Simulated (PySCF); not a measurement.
H6AlGeNO2, SMILES [GeH3][NH][Al]([OH])[OH], singlet at its B3LYP/def2-SVP optimised geometry (Å):

```
11

Ge    -0.3351    -2.0792    -0.0123
N     -1.0273    -0.3642    -0.0006
Al    -0.1858     1.2047     0.0000
O      1.5150     1.2047     0.0000
O     -0.9977     2.7029     0.0000
H     -0.7695    -2.8560     1.2556
H      1.1969    -1.9517    -0.0562
H     -0.8402    -2.8608    -1.2507
H     -2.0458    -0.3596     0.0044
H      2.0458     2.0056    -0.0057
H     -1.9443     2.8608     0.0129
```

Level of theory: B3LYP/def2-TZVP run with PySCF 2.14.0. Cells within 0.4 Å of a nucleus heavier than hydrogen are left out (blank, or x).

Map of the Laplacian of the electron density (e/bohr⁵), clipped to [-1.50, 1.50] on the plane z = 0.0 Å:

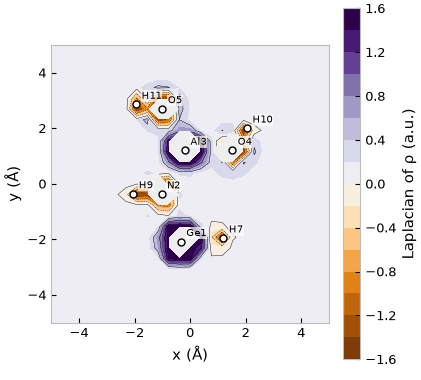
Fig. 1. Laplacian of the electron density (e/bohr⁵), clipped to [-1.50, 1.50] on the plane z = 0.0 Å.
